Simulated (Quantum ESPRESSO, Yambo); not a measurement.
# GaP (F-43m): G0W0 on several meshes in Yambo, part 2 of 2

How does the mesh move the gap of GaP (F-43m)?

Quantum ESPRESSO 7.5 and Yambo 5.3.0; PBE and many-body steps on it, plane waves. Known limits of the many-body steps: not at the basis limit; exchange with frozen shells missing; no spin-orbit coupling; coarse k mesh.

So far. Step 4 (6×6×6): The gap on the mesh goes from 1.65 eV to 2.18 eV, a correction of +0.53 eV. Step 5 (Empty states on the mesh, 4×4×4 mesh, 115 bands): On this mesh the gap is 1.653 eV.

## Step 7: 4×4×4

This step: G0W0 on PBE, plane waves, norm-conserving pseudopotentials.

The input, gw11.in:

```
HF_and_locXC
gw0
dyson
ppa
em1d
rim_cut
RandQpts= 1000000
RandGvec= 1 RL
EXXRLvcs= 72 Ry
VXCRLvcs= 288 Ry
Chimod= "HARTREE"
% BndsRnXp
 1 | 115 |
%
NGsBlkXp= 10.5 Ry
% LongDrXp
 1 | 1 | 1 |
%
% GbndRnge
 1 | 115 |
%
DysSolver= "n"
ExtendOut
PPAPntXp= 27.21138 eV
% QPkrange
 1 | 1 | 8 | 11 |
 7 | 7 | 8 | 11 |
%
```

Command:

```console
$ OMP_NUM_THREADS=1 mpirun -n 4 yambo -F gw11.in -J gw11 -C gw11 > gw11.log
```

The log of the run:

```text
 Yambo, version 5.3.0

 [02] CORE Variables Setup
 =========================

  [... cell, symmetries and grids as in the set-up ...]

  [02.05] Energies & Occupations
  ==============================

  [X] === General ===
  [X] Electronic Temperature                        :  0.000000  0.000000 [eV K]
  [X] Bosonic    Temperature                        :  0.000000  0.000000 [eV K]
  [X] Finite Temperature mode                       : no
  [X] El. density                                   :  0.44466E+24 [cm-3]
  [X] Fermi Level                                   :  7.619618 [eV]

  [X] === Gaps and Widths ===
  [X] Conduction Band Min                           :  1.652582 [eV]
  [X] Valence Band Max                              :  0.000000 [eV]
  [X] Filled Bands                                  :   9
  [X] Empty Bands                                   :   10  115
  [X] Direct Gap                                    :  1.816923 [eV]
  [X] Direct Gap localized at k                     :  1
  [X] Indirect Gap                                  :  1.652582 [eV]
  [X] Indirect Gap between kpts                     :   1   7
  [X] Last valence band width                       :  3.419614 [eV]
  [X] 1st conduction band width                     :  3.049489 [eV]

 [03] Transferred momenta grid and indexing
 ==========================================

 IBZ Q-points                                      :   8
 BZ  Q-points                                      :   64

 K/Q-points units:
 rlu = crystal or reduced units; cc = cartesian coordinates; iku = interal k-units

 Q [1]          [rlu]:  0.000000  0.000000  0.000000
 Q [2]          [rlu]: -0.25926E-17 -0.25926E-17  0.25000
 Q [3]          [rlu]:  0.51853E-17  0.51853E-17 -0.50000
[...]
NLCC RL compoments                               :  22419
  PP Number of Atomic Species                      :  2
  NLCC RL compoments                               :  22419

 [xc] E_xc :  -10.80912 [Ha]
      E_xc :  -21.61824 [Ry]

  Local XC kind (lXC) : Perdew, Burke & Ernzerhof(X)+Perdew, Burke & Ernzerhof(C)
  Non-Local XC kind (nlXC) : Hartree-Fock

  Corrections @ K [1] :  [eV]
 <8|nlXC|8> = -14.54333  0.35502E-17 <8|lXC|8> = -12.83810 -0.94408E-16
 <9|nlXC|9> = -14.54325  0.10034E-16 <9|lXC|9> = -12.83810  0.16226E-16
 <10|nlXC|10> = -7.977677 -0.10296E-17 <10|lXC|10> = -12.30555  0.94408E-16
[...]
Corrections @ K [7] :  [eV]
[...]
<10|nlXC|10> = -5.562010 -0.24401E-17 <10|lXC|10> = -9.354839 -0.11801E-16
 <11|nlXC|11> = -6.452241  0.47205E-18 <11|lXC|11> = -10.51066 -0.91458E-16

 [08] Dyson equation: Newton solver
 ==================================

  [08.01] G0W0 (W PPA)
  ====================

  [  GW  ] Bands range     :    1  115
  [GW/PPA] G damping       :  0.100000 [eV]

  QP @ state[ 1 ] K range:  1  1
  QP @ state[ 1 ] b range:   8  11
  QP @ state[ 2 ] K range:   7   7
  QP @ state[ 2 ] b range:   8  11

   Sc/G bands                                       :    1  115
   Sc/G damping                                     :  0.100000 ev
   Sc bands terminator                              : no
   Sx RL components                                 :  2837

   QP @ state[ 1 ] K range                          :  1  1
   QP @ state[ 1 ] b range                          :   8  11
   QP @ state[ 2 ] K range                          :   7   7
   QP @ state[ 2 ] b range                          :   8  11
   GF energies kind                                 : Perdew, Burke & Ernzerhof(X)+Perdew, Burke & Ernzerhof(C)
   GF WF`s kind                                     : Perdew, Burke & Ernzerhof(X)+Perdew, Burke & Ernzerhof(C)
   Xs energies kind                                 : Perdew, Burke & Ernzerhof(X)+Perdew, Burke & Ernzerhof(C)
   Xs WF`s kind                                     : Perdew, Burke & Ernzerhof(X)+Perdew, Burke & Ernzerhof(C)

 [11] Game Over & Game summary
```

Elapsed: 50 s, on 4 MPI ranks of Arm Neoverse V1, shared host; peak memory 1.4 GiB.

Numbers from this step:

```
G0W0 gap on the points computed              : 2.164 eV
starting gap on the mesh                     : 1.653 eV
k of the valence top                         : 0, 0, 0
k of the conduction bottom                   : 0, -0.5, -0.5
least direct G0W0 gap on the computed points : 2.352 eV
Z at the valence top                         : 0.7859
Z at the conduction bottom                   : 0.8102
```

Against G0W0 in Yambo (6×6×6 mesh, 115 bands, screening to 142.9 eV, Godby-Needs plasmon pole), the gap moves by −0.019 eV.

## Step 8: Empty states on the mesh, 8×8×8 mesh, 115 bands

This step: Quantum ESPRESSO 7.5; DFT, PBE, plane waves, norm-conserving pseudopotentials.

The input, pw.in:

```
&control
  calculation = 'nscf'
  prefix = 'x'
  outdir = 'o'
  pseudo_dir = 'pseudo'
/
&system
  ibrav = 0
  nat = 2
  ntyp = 2
  ecutwfc = 72.0
  nbnd = 115
  force_symmorphic = .true.
/
&electrons
  conv_thr = 1e-9
  electron_maxstep = 80
  diago_full_acc = .true.
  diago_thr_init = 5e-6
/
ATOMIC_SPECIES
  Ga 69.723 Ga.upf
  P 30.974 P.upf
CELL_PARAMETERS angstrom
  0.0000000000 2.7252500000 2.7252500000
  2.7252500000 0.0000000000 2.7252500000
  2.7252500000 2.7252500000 0.0000000000
ATOMIC_POSITIONS crystal
  Ga 0.0000000000 0.0000000000 0.0000000000
  P 0.2500000000 0.2500000000 0.2500000000
K_POINTS automatic
  8 8 8 0 0 0
```

Command:

```console
$ OMP_NUM_THREADS=1 mpirun -n 4 pw.x -nk 4 -in pw.in > pw.out
```

The log of the run:

```text
[banner, memory and clock lines left out]
Program PWSCF v.7.5 starts

     Atomic positions and unit cell read from directory:
     o/x.save/

     Message from routine setup:
     using ibrav=0 with symmetry is DISCOURAGED, use correct ibrav instead

     G-vector sticks info

     bravais-lattice index     =            0
     lattice parameter (alat)  =       7.2832  a.u.
     unit-cell volume          =     273.1780 (a.u.)^3
     number of atoms/cell      =            2
     number of atomic types    =            2
     number of electrons       =        18.00
[...]
k = 0.0884 0.0884-0.0884 (  2794 PWs)   bands (ev):

[...]
[... 3 further rows ...]
[...]
104.5244 105.2811 107.2271

          k = 0.1768 0.1768-0.1768 (  2809 PWs)   bands (ev):

[...]
79.1219  79.1219  82.9030  83.1471  83.2384  83.2384  84.7058  86.1799
     [... 3 further rows ...]
   100.2728 101.7451 102.9112 102.9112 105.4377 105.4517 105.4517 106.9058
   106.9058 107.6388 108.0062

          k = 0.2652 0.2652-0.2652 (  2821 PWs)   bands (ev):

     [... further k-points ...]

     highest occupied, lowest unoccupied level (ev):     7.6196    9.2607

     XML data file, pseudopotentials, collected wavefunctions
```

Elapsed: 20 s, on 4 MPI ranks; peak memory 0.3 GiB.

This step gave:

```
gap                                                           : 1.641 eV
k of the valence top                                          : 0, 0, 0
k of the conduction bottom                                    : 0, 0.375, 0.375
least direct gap                                              : 1.817 eV
k points computed                                             : 29
lowest point of the top converged band, above the valence top : 94.8935 eV
```

On this mesh the gap is 1.641 eV.

## Step 9: Conversion and set-up

This step: Yambo 5.3.0; conversion and set-up on PBE, plane waves, norm-conserving pseudopotentials.

Command:

```console
$ (cd o/x.save; p2y > p2y.log; mv SAVE ../..); yambo > setup.log
```

The log of the run:

```text
 Yambo, version 5.3.0

 [02] CORE Variables Setup
 =========================

  [02.01] Unit cells
  ==================

  Cell kind             :  FCC
  Atoms in the cell     :  Ga  P
  number of Ga atoms    :  1
  number of P  atoms    :  1

  List of atomic masses
  Mass of Ga    :  69.72300
  Mass of P     :  30.97400

  List of atomic coordinates    : [cc]
  Ga1       :  0.000000  0.000000  0.000000  order 1
  P1       :  2.574988  2.574988  2.574988  order 2

  Alat factors          :  5.149976  5.149976  5.149976 [a.u.]
  Direct lattice volume :  273.1780 [a.u.]
[...]
Q [ 1]         [rlu]:  0.000000  0.000000  0.000000
 Q [ 2]         [rlu]: -0.12963E-17 -0.12963E-17  0.12500
 Q [ 3]         [rlu]: -0.25926E-17 -0.25926E-17  0.25000
[...]
Q [ 8]         [rlu]: -0.25926E-17  0.12500      0.37500
 Q [ 9]         [rlu]: -0.52520E-17  0.12500      0.50000
 Q [10]         [rlu]:  0.51853E-17  0.12500     -0.37500
     [... 17 further rows ...]
 Q [28]         [rlu]:  0.125000 -0.500000 -0.375000
 Q [29]         [rlu]:  0.250000 -0.500000 -0.250000

  [03.01] X indexes
  =================

   [03.01.01] Sigma indexes
   ========================

 [06] Game Over & Game summary
```

Elapsed: 3 s, on 1 MPI rank; peak memory 0.24 GiB.

## Step 10: 8×8×8

This step: G0W0 on PBE, plane waves, norm-conserving pseudopotentials.

gw12.in, as its differences from gw11.in of step 7:

```diff
@@ -26,3 +26,3 @@
  1 | 1 | 8 | 11 |
- 7 | 7 | 8 | 11 |
+ 18 | 18 | 8 | 11 |
 %
```

Command:

```console
$ OMP_NUM_THREADS=1 mpirun -n 4 yambo -F gw12.in -J gw12 -C gw12 > gw12.log
```

The log of the run:

```text
 Yambo, version 5.3.0

 [02] CORE Variables Setup
 =========================

  [... cell, symmetries and grids as in the set-up ...]

  [02.05] Energies & Occupations
  ==============================

  [X] === General ===
  [X] Electronic Temperature                        :  0.000000  0.000000 [eV K]
  [X] Bosonic    Temperature                        :  0.000000  0.000000 [eV K]
  [X] Finite Temperature mode                       : no
  [X] El. density                                   :  0.44466E+24 [cm-3]
[...]
QP @ state[ 1 ] b range                          :   8  11
   QP @ state[ 2 ] K range                          :  18  18
   QP @ state[ 2 ] b range                          :   8  11
   GF energies kind                                 : Perdew, Burke & Ernzerhof(X)+Perdew, Burke & Ernzerhof(C)
   GF WF`s kind                                     : Perdew, Burke & Ernzerhof(X)+Perdew, Burke & Ernzerhof(C)
   Xs energies kind                                 : Perdew, Burke & Ernzerhof(X)+Perdew, Burke & Ernzerhof(C)
   Xs WF`s kind                                     : Perdew, Burke & Ernzerhof(X)+Perdew, Burke & Ernzerhof(C)

 [11] Game Over & Game summary
```

Elapsed: 18 min, on 4 MPI ranks; peak memory 2.1 GiB.

Numbers from this step:

```yaml
g0w0_gap_on_the_points_computed: 2.179 eV
starting_gap_on_the_mesh: 1.641 eV
k_of_the_valence_top: 0, 0, 0
k_of_the_conduction_bottom: 0, 0.375, 0.375
least_direct_g0w0_gap_on_the_computed_points: 2.339 eV
```

Against G0W0 in Yambo (6×6×6 mesh, 115 bands, screening to 142.9 eV, Godby-Needs plasmon pole), the gap moves by −0.005 eV.

## Step 11: Side by side

Times are wall times on 4 MPI ranks of Arm Neoverse V1, shared host, good to a factor of about two.

```tsv
run	mesh	bands	screening cutoff (eV)	DFT gap (eV)	gap on the mesh (eV)	direct (eV)	time
6×6×6	6×6×6	115	142.9	1.653	2.183	2.342	4.4 min
4×4×4	4×4×4	115	142.9	1.653	2.164	2.352	50 s
8×8×8	8×8×8	115	142.9	1.641	2.179	2.339	18 min
```

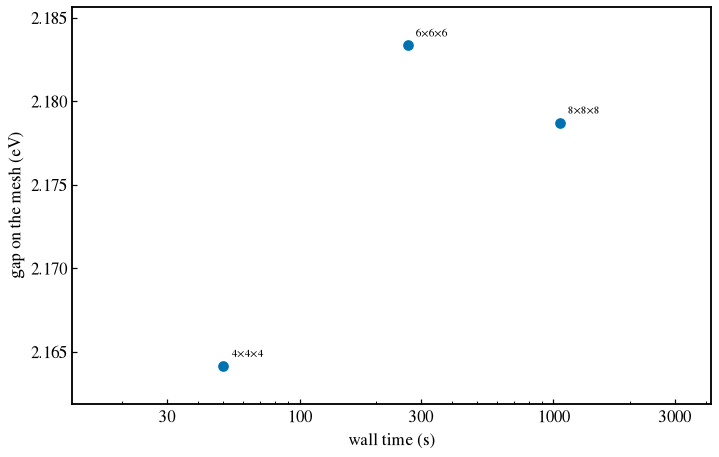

Result against wall time.

## Step 12: Outcome

```yaml
6x6x6: 2.183 eV
4x4x4: 2.164 eV
8x8x8: 2.179 eV
known_limits: not at the basis limit; exchange with frozen shells missing; no spin-orbit coupling; coarse k mesh
```

In words: 4×4×4: −0.019 eV against 6×6×6. 8×8×8: −0.005 eV against 6×6×6, −0.011 eV of it in the start. Bands and cutoff are finite, so the gap is not at the basis limit. The miss can reach some tenths of an eV and take either sign; the mesh is an error of its own. In the G0W0 runs levels were corrected at 2 k points alone, so a gap called «on the mesh» is the least over those, and an edge elsewhere would be missed. A denser mesh or path gives a starting gap of 1.59 eV: the GW mesh misses a band edge, so its gaps are not the fundamental one. The norm-conserving file of at least one element keeps a d shell over frozen s and p shells of the same row. Exchange with those shells is missing from the self-energy, an error of 0.3 to 0.9 eV in cases checked, whose sign depends on which edge lies on those atoms. The many-body steps are scalar-relativistic: spin-orbit coupling is not in them.

[Paths, hosts, dates, memory and timing lines, banners, echoed tables and standing remarks are left out of the program output.]

[Logs are printed without paths, hosts, clocks, repeated set-up lines and the standing remarks that a program may print on its own settings, such as how far it seeks lower states.]

[Runs of the session that timed out or met a known fault of the program may be left out.]

[Hosts, paths, dates, database ids (printed as entryN), source tags and the programs' standing remarks are cut or masked in the printed files.]
